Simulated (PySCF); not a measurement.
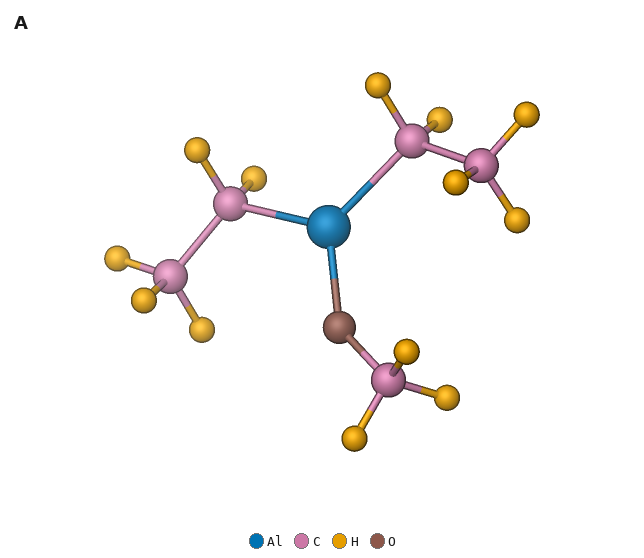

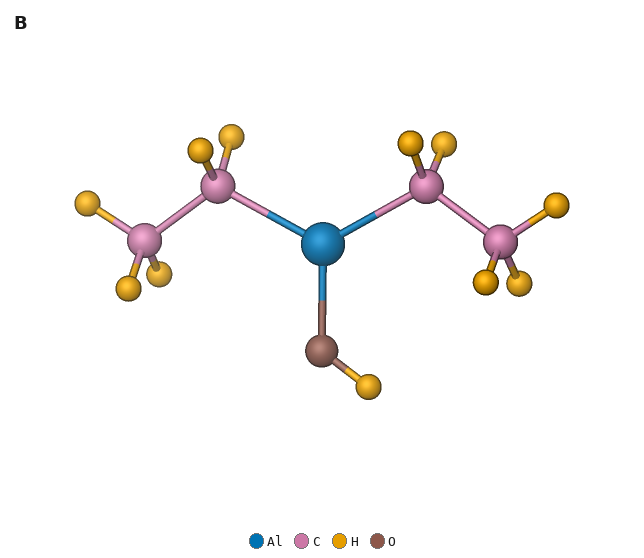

Two related species, optimised with PBE0-D3(BJ)/def2-SVP; properties computed with PySCF 2.14.0. Both: charge 0, singlet.

> Identify both.

A is AlEt2(OMe), B is AlEt2(OH).

Compare them. With PBE/pcSseg-1 (pcSseg-2 on Al): dipole moment (D), HOMO–LUMO gap (eV), HOMO energy (Kohn–Sham orbital) (eV), shielding of Al (ppm). With PBE0/pcSseg-1 (pcSseg-2 on Al): Hirshfeld charge of Al (e), IAO charge of Al (e). With CAM-B3LYP/def2-SVPD: lowest vertical singlet excitation (eV), mean static polarisability (bohr³). With PBE0-D3(BJ)/def2-SVP: mean Al–C length (Å), mean Al–O length (Å).

| quantity | A | B |
| --- | --- | --- |
| dipole moment (D) | 0.83 | 1.28 |
| HOMO–LUMO gap (eV) | 4.81 | 5.08 |
| HOMO energy (Kohn–Sham orbital) (eV) | −5.64 | −5.80 |
| shielding of Al (ppm) | 345.8 | 329.3 |
| Hirshfeld charge of Al (e) | 0.60 | 0.60 |
| IAO charge of Al (e) | 1.15 | 1.16 |
| lowest vertical singlet excitation (eV) | 5.65 | 5.83 |
| mean static polarisability (bohr³) | 90.9 | 78.7 |
| mean Al–C length (Å) | 1.962 | 1.962 |
| mean Al–O length (Å) | 1.703 | 1.713 |

Each is one conformer, and no frequency run is at hand to confirm it as a minimum.
